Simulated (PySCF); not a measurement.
**TiO₂: structure of the singlet**

The task is one start of a wider search on TiO₂: the singlet, from a linear start. It is relaxed, tested by its Hessian and followed downhill if it is a saddle.

Computed with PySCF 2.14.0. Level: B3LYP, basis Ti def2-TZVP, O def2-TZVP, no relativity, density fitting.

### 1 Where the work starts

3 atoms, charge 0, spin multiplicity 1.

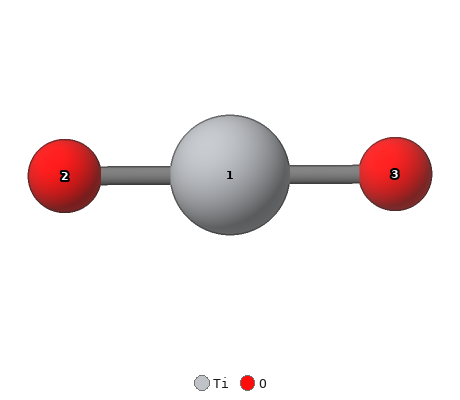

The starting geometry (titanium light grey, oxygen red); atoms are numbered from 1 in the order of the file.

Z-matrix (Å, degrees; charge 0 multiplicity 1):
```
Ti
O  1 1.7400
O  1 1.7400 2 180.00
```

### 2 The SCF at the typed geometry

The steps below are one call of a driver around PySCF. For each, scf.py gives the equivalent set-up of the SCF; relaxations use the driver's own optimiser. After this first run the driver tries any further starts and a stability analysis.

File scf.py:

```python
from pyscf import gto, scf, dft
mol = gto.M(atom='''
Ti     0.000000     0.000000     0.000000
O      0.000000     0.000000     1.740000
O      0.000000     0.000000    -1.740000''',
    basis={'Ti': 'def2-TZVP', 'O': 'def2-TZVP'},
    charge=0, spin=0)
mf = dft.RKS(mol, xc='B3LYP')
mf.grids.atom_grid = (50, 194)
aux = {'Ti': 'def2-universal-JKFIT', 'O': 'def2-universal-JKFIT'}
mf = mf.density_fit(auxbasis=aux)
mf.conv_tol = 1e-08
mf.diis_space = 10
mf.max_cycle = 60
mf.init_guess = 'minao'
mf.verbose = 4
mf.kernel()
```

On the command line:

```bash
$ OMP_NUM_THREADS=2 python axn.py task.json out
```

What it wrote, shortened:

```text
[... the frontier levels of the middle cycles are left out ...]
init E= -999.709487510915
  HOMO = -0.427304856526648  LUMO = -0.175954204198993  gap/eV = 6.83960
cycle= 1 E= -999.085688223094  delta_E= 0.624  |g|= 2.01  |ddm|= 2.28
  HOMO = -0.150874833333946  LUMO = -0.14658917634771  gap/eV = 0.11662
cycle= 2 E= -975.667154286358  delta_E= 23.4  |g|= 10.5  |ddm|= 4.55
cycle= 3 E= -991.198328981932  delta_E= -15.5  |g|= 6.68  |ddm|= 3.28
cycle= 4 E= -997.63881470666  delta_E= -6.44  |g|=  3.5  |ddm|= 1.66
cycle= 5 E= -998.717282028037  delta_E= -1.08  |g|= 2.43  |ddm|= 0.419
cycle= 6 E= -999.834591924024  delta_E= -1.12  |g|= 0.738  |ddm|= 1.78
cycle= 7 E= -999.922168904719  delta_E= -0.0876  |g|= 0.443  |ddm|= 0.292
cycle= 8 E= -999.961148235651  delta_E= -0.039  |g|= 0.0995  |ddm|= 0.193
cycle= 9 E= -999.963189093191  delta_E= -0.00204  |g|= 0.00779  |ddm|= 0.0489
cycle= 10 E= -999.963205325902  delta_E= -1.62e-05  |g|= 0.00085  |ddm|= 0.00707
cycle= 11 E= -999.963205832202  delta_E= -5.06e-07  |g|= 0.00057  |ddm|= 0.00167
cycle= 12 E= -999.963205901927  delta_E= -6.97e-08  |g|= 0.000286  |ddm|= 0.000579
cycle= 13 E= -999.963205918676  delta_E= -1.67e-08  |g|= 3.9e-06  |ddm|= 0.000166
cycle= 14 E= -999.963205918677  delta_E= -9.09e-13  |g|= 2.1e-06  |ddm|= 4e-06
  HOMO = -0.257454543981544  LUMO = -0.172431177665653  gap/eV = 2.31360
Extra cycle  E= -999.963205918663  delta_E= 1.32e-11  |g|= 8.95e-06  |ddm|= 4.53e-06
converged SCF energy = -999.963205918663
```

This step, with its further starts and checks, ran for 8.6 s (2 threads of Arm Neoverse V2, shared host).

Energies from each starting density:

```
                      start  energy (Eh)
    the minimal-basis guess  -999.963206
a thermally smeared density  -999.963206
      a smeared PBE density  -999.963206
```

No lower closed-shell solution turned up from the other starts or in the test of internal stability.

### 3 Relaxation: linear start, singlet

The program finds D∞h symmetry in the start, which this walk keeps. The walk stops when the largest gradient is under 0.0003 Eh/bohr and the energy has settled too.

scf.py: that of step 2 with these lines changed.

```diff
@@ -15 +14,0 @@
-mf.init_guess = 'minao'
```

The optimiser's trace:

```
step  energy (Eh)  change (kJ/mol)  largest symmetric gradient (Eh/bohr)
   0  -999.963206             0.00                               0.02919
   1  -999.965119            -5.02                               0.00449
   2  -999.965158            -5.13                               0.00042
   3  -999.965159            -5.13                               0.00001
```

The walk took 4.9 s.

After 3 steps and 5.1 kJ/mol it ends at D∞h: Ti–O 1.706 Å (×2); O–Ti–O 180.0°.

### 4 Hessian and properties

On the finer grid the gradient is checked again; gradients at displacements of ±0.02 bohr then give force constants and infrared intensities.

scf.py: that of step 3 with these lines changed.

```diff
@@ -3,3 +3,3 @@
-Ti     0.000000     0.000000     0.000000
-O      0.000000     0.000000     1.740000
-O      0.000000     0.000000    -1.740000''',
+Ti     0.000000     0.000000    -0.000000
+O     -0.000000     0.000000     1.705585
+O      0.000000    -0.000000    -1.705585''',
@@ -9 +9 @@
-mf.grids.atom_grid = (50, 194)
+mf.grids.atom_grid = (75, 302)
@@ -12 +12 @@
-mf.conv_tol = 1e-08
+mf.conv_tol = 1e-10
```

This SCF starts from the last density.

SCF at the final geometry:

```text
init E= -999.965112332011
  HOMO = -0.252080676537843  LUMO = -0.166491840756621  gap/eV = 2.32899
cycle= 1 E= -999.965112331677  delta_E= 3.34e-10  |g|= 4.19e-05  |ddm|= 2.5e-05
  HOMO = -0.252081584792896  LUMO = -0.16648978759581  gap/eV = 2.32907
cycle= 2 E= -999.965112325487  delta_E= 6.19e-09  |g|= 0.00018  |ddm|= 0.000108
  HOMO = -0.252080857537395  LUMO = -0.166491318733621  gap/eV = 2.32901
cycle= 3 E= -999.965112332024  delta_E= -6.54e-09  |g|= 1.45e-06  |ddm|= 8.76e-05
  HOMO = -0.252080826797388  LUMO = -0.166491406657023  gap/eV = 2.32901
cycle= 4 E= -999.96511233203  delta_E= -5.91e-12  |g|= 7.08e-08  |ddm|= 5.82e-07
  HOMO = -0.252080850641141  LUMO = -0.166491430613837  gap/eV = 2.32901
Extra cycle  E= -999.965112332028  delta_E= 1.82e-12  |g|= 8.42e-08  |ddm|= 9.63e-08
converged SCF energy = -999.965112332028
```

The whole step took 16 s.

Geometry: D∞h; Ti–O 1.706 Å (×2); O–Ti–O 180.0°.

Harmonic modes (main isotopes):

```tsv
symmetry	ω (cm⁻¹)	IR (km/mol)	type
πu	402i	504	bend
σg+	903	0.0	stretch
σu+	915	872	stretch
```

With 2 modes imaginary (up to 402i cm⁻¹) this point is a saddle.

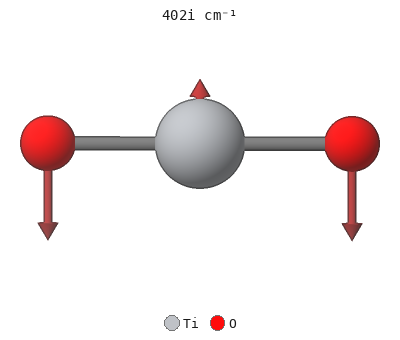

The imaginary mode, as arrows.

Properties at this point:

- Dipole moment: 0.00 D
- Highest occupied level: -6.86 eV
- Lowest empty level: -4.53 eV
- Rotational constants: 0.1811 cm⁻¹
- Zero-point energy (real modes): 10.9 kJ/mol
- Principal polarisabilities: 27.4, 27.4, 61.4 bohr³
- Atomisation energy without zero-point energy: 1064 kJ/mol
- Principal traceless quadrupole moments about the centre of mass: -22.72, 11.36, 11.36 D Å

Populations by atom (charges in e):

```tsv
atom	Mulliken	Löwdin	polar tensor	Mayer order to Ti1
Ti1	1.36	0.79	2.87	–
O2,3	-0.68	-0.39	-1.43	1.84
```

Mulliken populations on Ti1: s 6.03, p 12.41, d 2.15, f 0.05.

### 5 Leaving the saddle point

The start is the last point, displaced along its most imaginary mode.

The program finds C2v symmetry in the start, which this walk keeps.

scf.py: that of step 4 with these lines changed.

```diff
@@ -3,3 +3,3 @@
-Ti     0.000000     0.000000    -0.000000
-O     -0.000000     0.000000     1.705585
-O      0.000000    -0.000000    -1.705585''',
+Ti    -0.000567    -0.080059     0.000000
+O      0.000850     0.119997     1.705585
+O      0.000850     0.119997    -1.705585''',
@@ -9 +9 @@
-mf.grids.atom_grid = (75, 302)
+mf.grids.atom_grid = (50, 194)
@@ -12 +12 @@
-mf.conv_tol = 1e-10
+mf.conv_tol = 1e-08
```

The optimiser's trace:

```
step   energy (Eh)  change (kJ/mol)  largest symmetric gradient (Eh/bohr)
   0   -999.972266             0.00                               0.03207
   1   -999.986804           -38.17                               0.04207
   2  -1000.004771           -85.34                               0.04471
   3  -1000.018091          -120.31                               0.08525
   4  -1000.031626          -155.85                               0.02064
   5  -1000.034037          -162.18                               0.00856
   6  -1000.034148          -162.47                               0.00198
   7  -1000.034153          -162.48                               0.00002
```

The walk took 11 s.

Geometry (Å) and forces (eV/Å) at some steps:

```
step 0
Ti  -0.001  -0.080   0.000  -0.012  -1.649   0.001
O    0.001   0.120   1.706   0.006   0.825  -0.878
O    0.001   0.120  -1.706   0.006   0.825   0.877
step 1
Ti  -0.001  -0.189   0.000  -0.015  -2.163   0.000
O    0.001   0.174   1.668   0.008   1.082  -1.079
O    0.001   0.174  -1.668   0.008   1.082   1.079
step 4
Ti  -0.004  -0.511   0.000   0.002   0.316   0.000
O    0.002   0.336   1.435  -0.001  -0.158  -1.061
O    0.002   0.336  -1.435  -0.001  -0.158   1.061
step 7
Ti  -0.004  -0.558   0.000   0.000  -0.001   0.000
O    0.003   0.359   1.361   0.000   0.001   0.000
O    0.003   0.359  -1.361   0.000   0.001   0.000
```

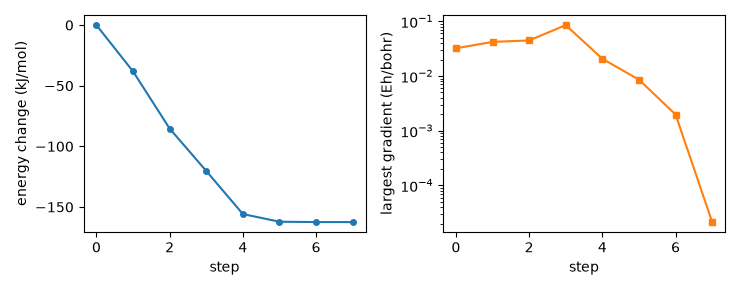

Energy and largest gradient along the walk.

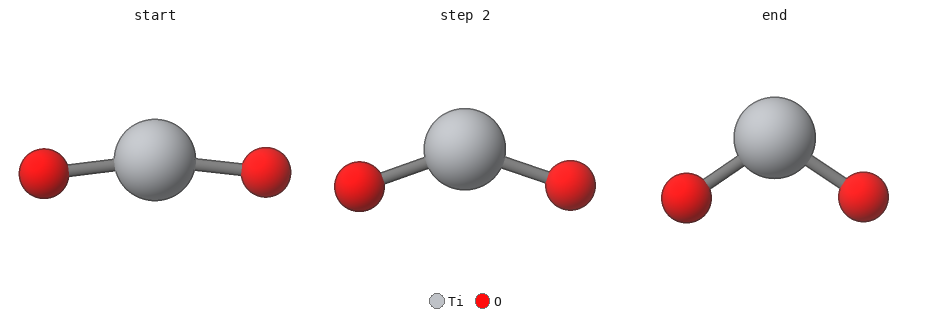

The geometry along the walk, at one scale.

End point (C2v, 7 steps, 162.5 kJ/mol gained): Ti–O 1.641 Å (×2); O–Ti–O 112.0°.

### 6 Hessian and properties

As before: finer grid, then central differences.

scf.py: that of step 5 with these lines changed.

```diff
@@ -3,3 +3,3 @@
-Ti    -0.000567    -0.080059     0.000000
-O      0.000850     0.119997     1.705585
-O      0.000850     0.119997    -1.705585''',
+Ti    -0.002604    -0.367711     0.000000
+O      0.003898     0.550412     1.360017
+O      0.003898     0.550412    -1.360017''',
@@ -9 +9 @@
-mf.grids.atom_grid = (50, 194)
+mf.grids.atom_grid = (75, 302)
@@ -12 +12 @@
-mf.conv_tol = 1e-08
+mf.conv_tol = 1e-10
```

SCF at the final geometry:

```text
init E= -1000.03419034894
  HOMO = -0.258883128552868  LUMO = -0.117398183903352  gap/eV = 3.85000
cycle= 1 E= -1000.03419034871  delta_E= 2.29e-10  |g|= 3.7e-05  |ddm|= 1.62e-05
  HOMO = -0.258888690576266  LUMO = -0.117394057902351  gap/eV = 3.85027
cycle= 2 E= -1000.03419034374  delta_E= 4.97e-09  |g|= 0.000175  |ddm|= 7.62e-05
  HOMO = -0.258884342233091  LUMO = -0.117397540373678  gap/eV = 3.85005
cycle= 3 E= -1000.03419034895  delta_E= -5.21e-09  |g|= 1.85e-06  |ddm|= 6.3e-05
  HOMO = -0.258884245385412  LUMO = -0.117397501128107  gap/eV = 3.85005
cycle= 4 E= -1000.03419034894  delta_E= 6.37e-12  |g|= 1.02e-06  |ddm|= 1.21e-06
  HOMO = -0.258884172800646  LUMO = -0.117397489166852  gap/eV = 3.85005
Extra cycle  E= -1000.03419034894  delta_E= 1.59e-12  |g|= 3.54e-06  |ddm|= 2.02e-06
converged SCF energy = -1000.03419034894
```

The whole step ran for 23 s (2 threads of Arm Neoverse V2, shared host).

Geometry: C2v; Ti–O 1.641 Å (×2); O–Ti–O 112.0°.

Harmonic modes (main isotopes):

```tsv
symmetry	ω (cm⁻¹)	IR (km/mol)	μ (u)	type
a1	346	14.1	18.39	bend
b2	987	432	20.23	stretch
a1	1031	38.6	18.52	stretch
```

All wavenumbers are real: a minimum.

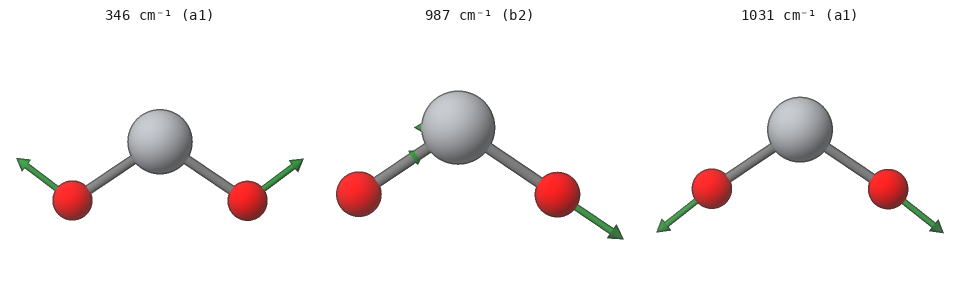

How the atoms move in 3 of the modes.

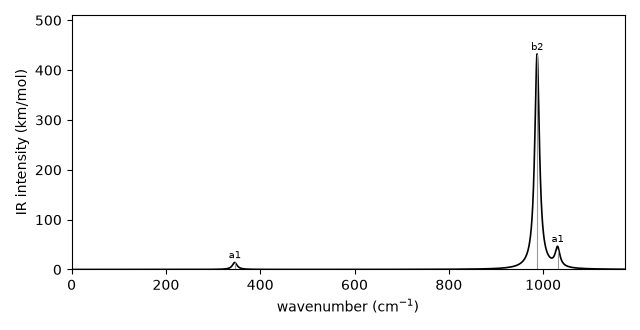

The harmonic infrared spectrum (widths in cm⁻¹). Lines are broadened to a width of 12 cm⁻¹ (Lorentzian).

Properties at this point:

* Dipole moment: 6.77 D
* Highest occupied level: -7.04 eV
* Lowest empty level: -3.19 eV
* Rotational constants: 1.042, 0.2849, 0.2237 cm⁻¹
* Zero-point energy: 14.1 kJ/mol
* Principal polarisabilities: 18.5, 24.2, 46.1 bohr³
* Atomisation energy without zero-point energy: 1246 kJ/mol
* Principal traceless quadrupole moments about the centre of mass: -13.64, 6.13, 7.51 D Å
* Entropy at 298.15 K and 1 bar: 258.5 J/(mol K)
* Heat capacity Cp at 298.15 K: 43.0 J/(mol K)
* Enthalpy at 298.15 K above 0 K: 11.06 kJ/mol
* Rotational symmetry number: 2

Populations by atom (charges in e):

```csv
atom,Mulliken,Löwdin,polar tensor,Mayer order to Ti1
Ti1,1.17,0.56,1.81,–
"O2,3",-0.59,-0.28,-0.91,2.10
```

Outer orbital energies (eV). occupied: -23.21, -22.81, -9.28, -8.98, -8.70, -8.26, -7.99, -7.04; empty: -3.19, -2.24, -2.18, -0.35.

Mulliken populations on Ti1: s 6.05, p 12.22, d 2.52, f 0.04.

### 7 Stability of the closed shell

At the lowest minimum the closed shell is tested against spin polarisation, on the (50, 194) grid. It is stable.

### 8 The points found, side by side

| spin | group | bonds | imaginary modes (cm⁻¹) | ΔE (kJ/mol) | with zero-point energy |
| --- | --- | --- | --- | --- | --- |
| singlet | C2v | Ti–O 1.641 Å (×2) | none | 0.0 | 0.0 |
| singlet | D∞h | Ti–O 1.706 Å (×2) | 402i, 402i | 181.4 | – |

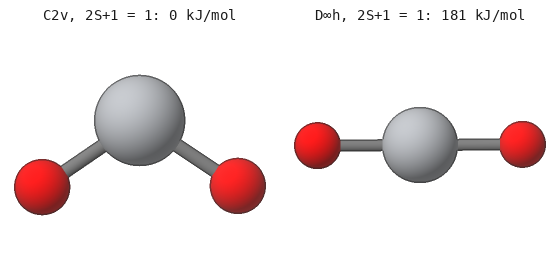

The points, lowest first (titanium light grey, oxygen red).

### 9 Outcome

| quantity | value |
| --- | --- |
| minimum | singlet, C2v |
| geometry | Ti–O 1.641 Å (×2); O–Ti–O 112.0° |
| wavenumbers (cm⁻¹) | 346 (a1), 987 (b2), 1031 (a1) |
| dipole moment | 6.77 D |
| highest occupied, lowest empty level | -7.04, -3.19 eV |
| polar-tensor charge of Ti1 | +1.81 e |
| zero-point energy | 14.1 kJ/mol |
| entropy at 298.15 K | 258.5 J/(mol K) |
| atomisation energy (no zero-point energy) | 1246 kJ/mol |

**Reading.** The linear start (D∞h) ends in a minimum of C2v symmetry, after a stop at a second-order saddle point 181.4 kJ/mol higher, from which it was pushed off along an imaginary mode. The strongest infrared band lies at 987 cm⁻¹ (b2, stretch). With 6.8 D the molecule is strongly polar. Only this shape and spin were tried, so other structures or states may lie lower.

The search up to here took 67 s.
